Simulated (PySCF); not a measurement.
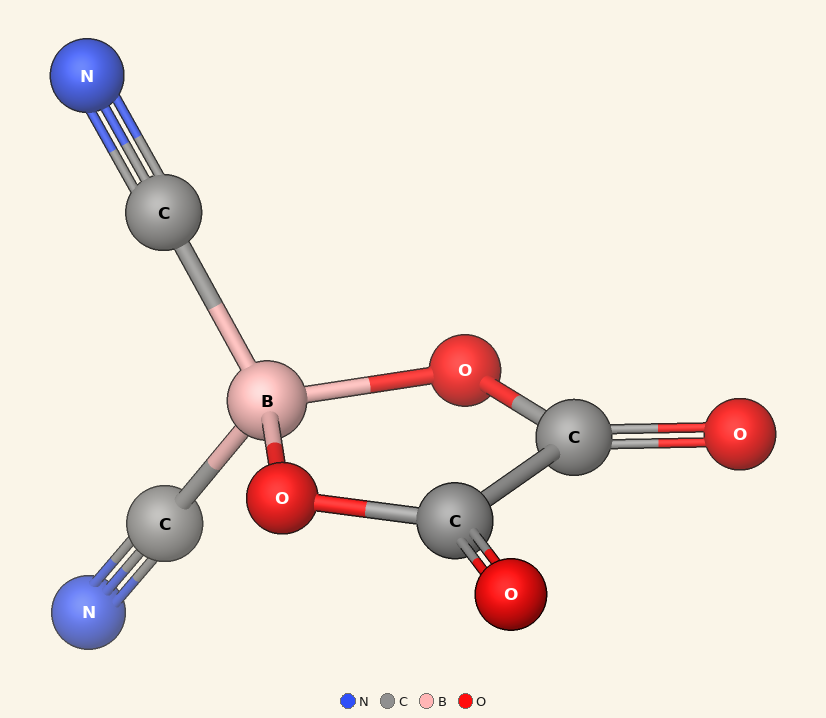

Depth is shown by fading: the farther an atom, the more it takes the colour of the background. The species has charge −1 and is a spin singlet. The computed structure is the end point of a GFN2-xTB optimisation. No frequency run is at hand to confirm it as a minimum.

Question: List the symmetry elements and name the point group.

Answer: It has 1 C2 axis and 2 mirror planes, so the point group is C2v. The group has 4 operations. The geometry is achiral, and symmetry allows a dipole moment.
